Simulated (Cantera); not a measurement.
Charge: 1 mol FeS, a varied amount of H2, equilibrated at 1550 K and 4.00 mbar.

Cantera equilibrium calculation (NASA polynomials, part measured and part estimated; ideal gas, pure solids and liquids). Candidate condensed phases: Fe, FeS, FeS2, S; 8 gas species. The numbers say what is thermodynamically allowed, not how fast it happens.

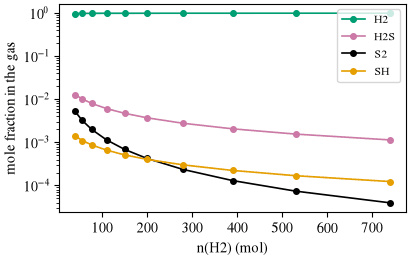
*Equilibrium gas composition (values under 1e-9 drawn at 1e-9)*

From 40 mol H2 to 740 mol H2 the condensed part is Fe(γ). The main Fe-bearing gas is Fe throughout. The share of Fe in condensed phases is highest at 40 mol H2 (99.6 %) and lowest at 740 mol H2 (92.2 %).
